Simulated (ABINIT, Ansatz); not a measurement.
# SiC (Moissanite): G0W0 on several meshes in ABINIT

Aim: the GW shift of SiC (Moissanite) against the k mesh.

Calculated with ABINIT 10.8.3; PBE and many-body steps on it, plane waves.

## 1. Starting point

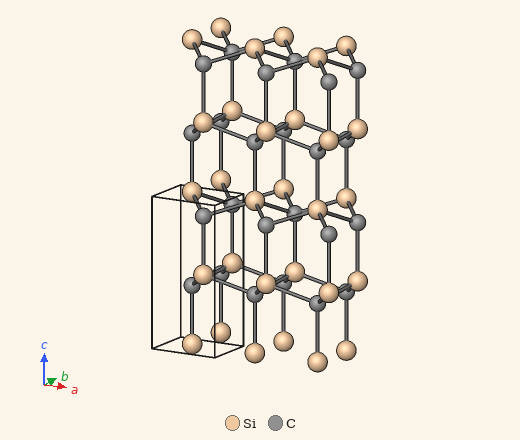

Start, viewed slightly off an axis; silicon light orange, carbon grey. 3×2×2 cells are drawn. Some periodic images of atoms are drawn too.

The cell and positions come from the Crystallography Open Database and are kept as given unless a step says otherwise.

## 2. Empty states on the mesh, 6×6×4 mesh, 553 bands

This step: ABINIT 10.8.3; DFT, PBE, plane waves, norm-conserving pseudopotentials.

The sums over transitions need many empty states on a uniform mesh; this step solves for them.

run.abi

```
acell 3*1.0 Angstrom
rprim 
  3.075999999976 0.000000000005 0.000000000000
  -1.537999999993 2.663894142018 0.000000000000
  0.000000000000 0.000000000000 5.048000000000
ntypat 2
znucl 14 6
natom 4
typat 1 1 2 2
xred 
  0.333333333333 0.666666666667 0.000000000000
  0.666666666667 0.333333333333 0.500000000000
  0.333333333333 0.666666666667 0.385000000000
  0.666666666667 0.333333333333 0.885000000000
pp_dirpath "pseudos"
pseudos "Si.upf, C.upf"
ecut 37
ngkpt 6 6 4
nshiftk 1
shiftk 0 0 0
kptopt 1
chksymbreak 0
irdden 1
istwfk *1
nband 553
prtvol 0
optdriver 6
gwr_task "HDIAGO"
paral_kgb 0
occopt 1
indata_prefix "in"
outdata_prefix "out"
tmpdata_prefix "tmp"
```

Run with:

```bash
> OMP_NUM_THREADS=1 mpirun -n 4 abinit run.abi > log
```

The log of the run:

```text
.Version 10.8.3 of ABINIT. v10.8.2 released Aug 2026.

 Symmetries : space group P6_3 m c (#186); Bravais hP (primitive hexag.)
[... echo of the input left out ...]
== DATASET  1 ==================================================================
-   mpi_nproc: 4, omp_nthreads: 1 (-1 if OMP is not activated)

--- !DatasetInfo
iteration_state: {dtset: 1, }
dimensions: {natom: 4, nkpt: 21, mband: 553, nsppol: 1, nspinor: 1, nspden: 1, mpw: 3018, }
cutoff_energies: {ecut:  37.0, pawecutdg:  -1.0, }
[...]
Indirect band gap semiconductor
 Fundamental gap:     2.329 (eV)
   VBM:     7.139 (eV) at k: [ 0.0000E+00,  0.0000E+00,  0.0000E+00]
   CBM:     9.468 (eV) at k: [ 3.3333E-01,  3.3333E-01,  0.0000E+00]
 Direct gap:         4.083 (eV) at k: [ 5.0000E-01,  0.0000E+00,  0.0000E+00]

== END DATASET(S) ==============================================================
================================================================================

 -outvars: echo values of variables after computation  --------
           etotal      0.0000000000E+00
            nband         553
             nkpt          21
          spgroup         186
 [... the other variables as echoed above ...]

 Calculation completed.
```

Wall time 84 s (4 MPI ranks of Intel Xeon Platinum 8488C (Sapphire Rapids), shared host); peak memory 2.3 GiB.

Numbers from this step:

* gap: 2.329 eV
* k of the valence top: 0, 0, 0
* k of the conduction bottom: 0.3333, 0.3333, 0
* least direct gap: 4.083 eV
* k points computed: 21
* lowest point of the top converged band, above the valence top: 296.1067 eV

On this mesh the gap is 2.329 eV.

The density comes from a self-consistent run that is not shown.

## 3. Screening, 6×6×4 mesh, 227 bands, screening to 247.6 eV

The RPA dielectric matrix is built and inverted for each q.

This step: RPA screening on PBE, plane waves, norm-conserving pseudopotentials.

Edit run.abi of step 2 so:

```diff
@@ -22,10 +22,11 @@
 chksymbreak 0
-irdden 1
 istwfk *1
-nband 553
-prtvol 0
-optdriver 6
-gwr_task "HDIAGO"
-paral_kgb 0
 occopt 1
+irdwfk 1
+optdriver 3
+nband 227
+ecuteps 9.1
+inclvkb 2
+awtr 1
+symchi 1
 indata_prefix "in"
```

The log of the run:

```text
.Version 10.8.3 of ABINIT. v10.8.2 released Aug 2026.

 Symmetries : space group P6_3 m c (#186); Bravais hP (primitive hexag.)
[... echo of the input left out ...]
== DATASET  1 ==================================================================
-   mpi_nproc: 4, omp_nthreads: 1 (-1 if OMP is not activated)

--- !DatasetInfo
iteration_state: {dtset: 1, }
dimensions: {natom: 4, nkpt: 21, mband: 227, nsppol: 1, nspinor: 1, nspden: 1, mpw: 3018, }
cutoff_energies: {ecut:  37.0, pawecutdg:  -1.0, }
electrons: {nelect:   1.60000000E+01, charge:   0.00000000E+00, occopt:   1.00000000E+00, tsmear:   1.00000000E-02, }

 SCREENING: Calculation of the susceptibility and dielectric matrices

 Based on a program developped by R.W. Godby, V. Olevano, G. Onida, and L. Reining.
 Incorporated in ABINIT by V. Olevano, G.-M. Rignanese, and M. Torrent.
.Using double precision arithmetic ; gwpc =  8

[... cell and pseudopotentials left out ...]
--------------------------------------------------------------------------------

 ==== K-mesh for the wavefunctions ====
 Number of points in the irreducible wedge :    21
[... list of points left out ...]
 Together with 12 symmetry operations and time-reversal symmetry
 yields   144 points in the full Brillouin Zone.

 ==== Q-mesh for the screening function ====
 Number of points in the irreducible wedge :    21
[... list of points left out ...]
 Together with 12 symmetry operations and time-reversal symmetry
 yields   144 points in the full Brillouin Zone.

 setmesh: FFT mesh size selected  =    24x   24x   40
          total number of points  =        23040

 vcoul_init : cutoff-mode = AUXILIARY_FUNCTION
 q-points for optical limit:   1
     1)      0.000010    0.000020    0.000030

- screening: taking advantage of time-reversal symmetry
- Maximum band index for partially occupied states nbvw = 8
- Remaining bands to be divided among processors   nbcw = 219
- Number of bands treated by each node ~54

 Number of electrons calculated from density =   16.0000; Expected =   16.0000
 average of density, n =  0.057319
 r_s =    1.6089
 omega_plasma =   23.0944 [eV]

 calculating chi0 at frequencies [eV] :
  1    0.000000E+00    0.000000E+00
  2    0.000000E+00    2.309436E+01

--------------------------------------------------------------------------------
  q-point number  1        q = ( 0.000000, 0.000000, 0.000000) [r.l.u.]
--------------------------------------------------------------------------------
[... chi0 elements left out ...]
 For q-point:  0.000010 0.000020 0.000030
  dielectric constant =   6.8433
  dielectric constant without local fields =   7.4946

  Average fulfillment of the sum rule on Im[epsilon] for q-point    1 :     93.90  [%]
[... wings left out ...]
  q-point number  2        q = ( 0.166667, 0.000000, 0.000000) [r.l.u.]
--------------------------------------------------------------------------------
[... chi0 elements left out ...]
  Average fulfillment of the sum rule on Im[epsilon] for q-point    2 :     96.17  [%]

 [... 19 further q-points ...]
```

It took 6.6 min on 4 MPI ranks; peak memory 2.6 GiB.

Numbers from this step:

| Quantity | Value |
| --- | --- |
| ε∞ with local fields, on this mesh, along the program's q direction | 6.843 |
| the same without local fields | 7.495 |
| plasma frequency | 23.09 eV |
| plane waves in the screening matrix | 373 |

Local fields lower ε∞ by 9 %.

## 4. 6×6×4

The self-energy is evaluated for the states that the input lists, and the levels follow from it, in one-shot runs by the linearised quasiparticle equation.

This step: G0W0 on PBE, plane waves, norm-conserving pseudopotentials.

Edit run.abi of step 3 so:

```diff
@@ -25,8 +25,19 @@
 irdwfk 1
-optdriver 3
+optdriver 4
 nband 227
+gwcalctyp 0
+ecutsigx 37
+symsigma 1
+nkptgw 3
+kptgw 
+  0.0000000000 0.0000000000 0.0000000000
+  0.3333333333 0.3333333333 0.0000000000
+  0.5000000000 0.0000000000 0.0000000000
+bdgw 
+  6 10
+  7 10
+  7 10
 ecuteps 9.1
-inclvkb 2
-awtr 1
-symchi 1
+irdscr 1
+ppmodel 1
 indata_prefix "in"
```

The log of the run:

```text
.Version 10.8.3 of ABINIT. v10.8.2 released Aug 2026.

 Symmetries : space group P6_3 m c (#186); Bravais hP (primitive hexag.)
[... echo of the input left out ...]
== DATASET  1 ==================================================================
-   mpi_nproc: 4, omp_nthreads: 1 (-1 if OMP is not activated)

--- !DatasetInfo
iteration_state: {dtset: 1, }
dimensions: {natom: 4, nkpt: 21, mband: 227, nsppol: 1, nspinor: 1, nspden: 1, mpw: 3018, }
cutoff_energies: {ecut:  37.0, pawecutdg:  -1.0, }
electrons: {nelect:   1.60000000E+01, charge:   0.00000000E+00, occopt:   1.00000000E+00, tsmear:   1.00000000E-02, }

 SIGMA: Calculation of the GW corrections

 Based on a program developped by R.W. Godby, V. Olevano, G. Onida, and L. Reining.
 Incorporated in ABINIT by V. Olevano, G.-M. Rignanese, and M. Torrent.
.Using double precision arithmetic ; gwpc =  8

[... cell and pseudopotentials left out ...]
--------------------------------------------------------------------------------

 ==== K-mesh for the wavefunctions ====
 Number of points in the irreducible wedge :    21
[... list of points left out ...]
 Together with 12 symmetry operations and time-reversal symmetry
 yields   144 points in the full Brillouin Zone.

 ==== Q-mesh for screening function ====
 Number of points in the irreducible wedge :    21
[... list of points left out ...]
 Together with 12 symmetry operations and time-reversal symmetry
 yields   144 points in the full Brillouin Zone.

 vcoul_init : cutoff-mode = AUXILIARY_FUNCTION
 q-points for optical limit:   1
     1)      0.000010    0.000020    0.000030
 setmesh: FFT mesh size selected  =    27x   27x   54
          total number of points  =        39366

 Number of electrons calculated from density =   16.0000; Expected =   16.0000
 average of density, n =  0.057319
 r_s =    1.6089
 omega_plasma =   23.0944 [eV]

 === KS Band Gaps ===
  >>>> For spin  1
   Minimum direct gap =   4.0829 [eV], located at k-point      :   0.5000  0.0000  0.0000
   Fundamental gap    =   2.3294 [eV], Top of valence bands at :   0.0000  0.0000  0.0000
                                       Bottom of conduction at :   0.3333  0.3333  0.0000
 SIGMA fundamental parameters:
 PLASMON POLE MODEL  1
 number of plane-waves for SigmaX                 2997
 number of plane-waves for SigmaC and W            373
 number of plane-waves for wavefunctions          2997
 number of bands                                   227
 number of independent spin polarizations            1
 number of spinorial components                      1
 number of k-points in IBZ                          21
 number of q-points in IBZ                          21
 number of symmetry operations                      12
 number of k-points in BZ                          144
 number of q-points in BZ                          144
 number of frequencies for dSigma/dE                 9
 frequency step for dSigma/dE [eV]                0.25
 number of omega for Sigma on real axis              0
 max omega for Sigma on real axis  [eV]           0.00
 zcut for avoiding poles [eV]                     0.10

 EPSILON^-1 parameters (SCR file):
 dimension of the eps^-1 matrix on file            373
 dimension of the eps^-1 matrix used               373
 number of plane-waves for wavefunctions          2997
 number of bands                                   227
 number of q-points in IBZ                          21
 number of frequencies                               2
 number of real frequencies                          1
 number of imag frequencies                          1

 matrix elements of self-energy operator (all in [eV])

 Perturbative Calculation

--- !SelfEnergy_ee
iteration_state: {dtset: 1, }
kpoint     : [   0.000,    0.000,    0.000, ]
spin       : 1
KS_gap     :    4.620
QP_gap     :    5.500
Delta_QP_KS:    0.880
data: !SigmaeeData |
     Band     E0 <VxcDFT>   SigX SigC(E0)      Z dSigC/dE  Sig(E)    E-E0       E
        6   6.864 -15.055 -17.694   1.893   0.791  -0.264 -15.646  -0.591   6.273
        7   6.864 -15.055 -17.694   1.893   0.791  -0.264 -15.646  -0.591   6.273
        8   7.139 -14.882 -17.276   1.686   0.793  -0.261 -15.443  -0.561   6.577
        9  11.758 -12.188  -7.007  -4.785   0.805  -0.242 -11.869   0.319  12.077
       10  13.157 -12.746  -7.214  -5.184   0.793  -0.261 -12.470   0.276  13.433

--- !SelfEnergy_ee
iteration_state: {dtset: 1, }
kpoint     : [   0.333,    0.333,    0.000, ]
spin       : 1
KS_gap     :    6.371
QP_gap     :    7.430
Delta_QP_KS:    1.059
data: !SigmaeeData |
     Band     E0 <VxcDFT>   SigX SigC(E0)      Z dSigC/dE  Sig(E)    E-E0       E
        7   3.097 -12.979 -16.874   2.739   0.781  -0.280 -13.882  -0.903   2.194
[...]
--- !SelfEnergy_ee
iteration_state: {dtset: 1, }
kpoint     : [   0.500,    0.000,    0.000, ]
spin       : 1
KS_gap     :    4.083
QP_gap     :    5.034
Delta_QP_KS:    0.952
data: !SigmaeeData |
     Band     E0 <VxcDFT>   SigX SigC(E0)      Z dSigC/dE  Sig(E)    E-E0       E
[...]
8   5.651 -14.535 -17.688   2.213   0.788  -0.268 -15.276  -0.741   4.909
        9   9.734 -10.592  -6.058  -4.278   0.821  -0.219 -10.382   0.210   9.944
       10  11.338 -11.767  -6.941  -4.409   0.809  -0.237 -11.429   0.338  11.676

== END DATASET(S) ==============================================================
================================================================================

 -outvars: echo values of variables after computation  --------
           etotal      0.0000000000E+00
            nband         227
             nkpt          21
          spgroup         186
 [... the other variables as echoed above ...]

 Calculation completed.
```

The job ended after 2 min (4 MPI ranks; peak memory 2.9 GiB).

Numbers from this step:

```yaml
g0w0_gap_on_the_points_computed: 3.048 eV
starting_gap_on_the_mesh: 2.329 eV
k_of_the_valence_top: 0, 0, 0
k_of_the_conduction_bottom: 0.3333, 0.3333, 0
z_at_the_valence_top: 0.793
z_at_the_conduction_bottom: 0.825
least_direct_g0w0_gap_on_the_computed_points: 5.035 eV
```

The gap on the mesh goes from 2.33 eV to 3.05 eV, a correction of +0.72 eV.

## 5. Empty states on the mesh, 3×3×2 mesh, 235 bands

This step: DFT, PBE, plane waves, norm-conserving pseudopotentials.

Edit run.abi of step 4 so:

```diff
@@ -17,3 +17,3 @@
 ecut 37
-ngkpt 6 6 4
+ngkpt 3 3 2
 nshiftk 1
@@ -22,22 +22,10 @@
 chksymbreak 0
+irdden 1
 istwfk *1
+nband 235
+prtvol 0
+optdriver 6
+gwr_task "HDIAGO"
+paral_kgb 0
 occopt 1
-irdwfk 1
-optdriver 4
-nband 227
-gwcalctyp 0
-ecutsigx 37
-symsigma 1
-nkptgw 3
-kptgw 
-  0.0000000000 0.0000000000 0.0000000000
-  0.3333333333 0.3333333333 0.0000000000
-  0.5000000000 0.0000000000 0.0000000000
-bdgw 
-  6 10
-  7 10
-  7 10
-ecuteps 9.1
-irdscr 1
-ppmodel 1
 indata_prefix "in"
```

The log of the run:

```text
[banner, memory and clock lines left out]
.Version 10.8.3 of ABINIT. v10.8.2 released Aug 2026.

 Symmetries : space group P6_3 m c (#186); Bravais hP (primitive hexag.)
[... echo of the input left out ...]
== DATASET  1 ==================================================================
-   mpi_nproc: 4, omp_nthreads: 1 (-1 if OMP is not activated)

--- !DatasetInfo
iteration_state: {dtset: 1, }
dimensions: {natom: 4, nkpt: 6, mband: 235, nsppol: 1, nspinor: 1, nspden: 1, mpw: 3018, }
cutoff_energies: {ecut:  37.0, pawecutdg:  -1.0, }
[...]
Integrated=    1.6000E+01

 === KS gaps after direct diagonalization ===
 Indirect band gap semiconductor
 Fundamental gap:     2.329 (eV)
   VBM:     7.139 (eV) at k: [ 0.0000E+00,  0.0000E+00,  0.0000E+00]
   CBM:     9.468 (eV) at k: [ 3.3333E-01,  3.3333E-01,  0.0000E+00]
 Direct gap:         4.403 (eV) at k: [ 3.3333E-01,  0.0000E+00,  0.0000E+00]

== END DATASET(S) ==============================================================

 -outvars: echo values of variables after computation  --------
           etotal      0.0000000000E+00
            nband         235
             nkpt           6
          spgroup         186
 [... the other variables as echoed above ...]

 Calculation completed.
```

Wall time 29 s (4 MPI ranks); peak memory 2.2 GiB.

Numbers from this step:

- gap: 2.329 eV
- k of the valence top: 0, 0, 0
- k of the conduction bottom: 0.3333, 0.3333, 0
- least direct gap: 4.403 eV
- k points computed: 6
- lowest point of the top converged band, above the valence top: 157.7243 eV

On this mesh the gap is 2.329 eV.

(Part 1 of 2 ends here.)

[Paths, hosts, dates, memory and timing lines, banners, echoed tables and standing remarks are left out of the program output.]

[Logs are printed without paths, hosts, clocks, repeated set-up lines and the standing remarks that a program may print on its own settings, such as how far it seeks lower states.]

[Runs of the session that timed out or met a known fault of the program may be left out.]

[Hosts, paths, dates, database ids (printed as entryN), source tags and the programs' standing remarks are cut or masked in the printed files.]

[G0W0 gaps are taken among the corrected bands and points alone; a level outside them can change the order at an edge.]

[Where Ansatz stands beside ABINIT at settings called matched, ABINIT's density can come from a denser mesh and the files from another edition; pairs whose starting gaps differed by over 0.03 eV were left out, so agreement reads better than it is.]
